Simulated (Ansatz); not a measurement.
These are PBE (plane waves to 420 eV, PAW; Ansatz, a program for electronic structure) values and carry that method's errors.

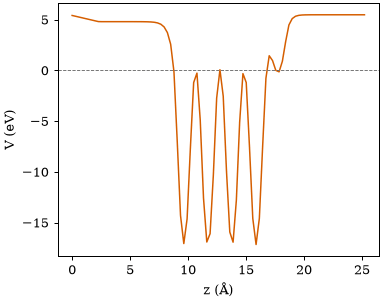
*Plane-averaged electrostatic potential energy along the normal, in eV from the Fermi level, for Cl on the 1x1 (111) surface of fcc Cu, one in a 2x2 cell, started at the site 'bridge Cu-Cu (span 2.6 Å)'*

Set-up: 17 atoms, 6.2 Å thick at the start under the adsorbate (thin: gaps and levels are the slab's own); mesh 6x6x1; 0.1 eV smearing; dipole correction on; 8 atoms held, the rest relaxed; symmetry of the start imposed; no spin, no spin-orbit, no U, no dispersion correction. At the end it is bonded to 2 Cu. In PBE this state lies 0.07 eV over the lowest of the starts that converged ('hollow Cu-Cu-Cu over Cu at depth 4.1 Å').

The vacuum level lies 5.49 eV above the Fermi level over the top face and 4.81 eV above it under the bottom face.
